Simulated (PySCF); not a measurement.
H3BrGeO2, SMILES [OH][GeH]([OH])[Br], PBE0/def2-SVP optimised geometry. Atoms within 1.6 Å of the plane z = 0.8 Å (x, y, z in Å): Ge1 (-0.47, -0.54, 0.00), O2 (-0.89, 1.18, 0.00), O3 (-1.10, -1.33, 1.44), Br4 (1.83, -0.54, 0.00), H6 (-1.83, 1.32, 0.19), H7 (-0.67, -1.03, 2.26).

Computed with PBE0/def2-TZVP (PySCF 2.14.0).

Map of the electrostatic potential (hartree/e), clipped to [-0.08, 0.12] on the plane z = 0.8 Å:

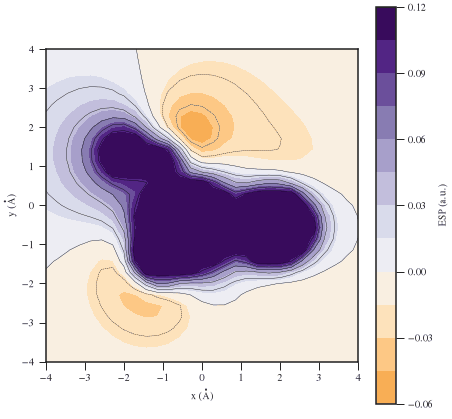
Figure: Electrostatic potential (hartree/e), clipped to [-0.08, 0.12] on the plane z = 0.8 Å.
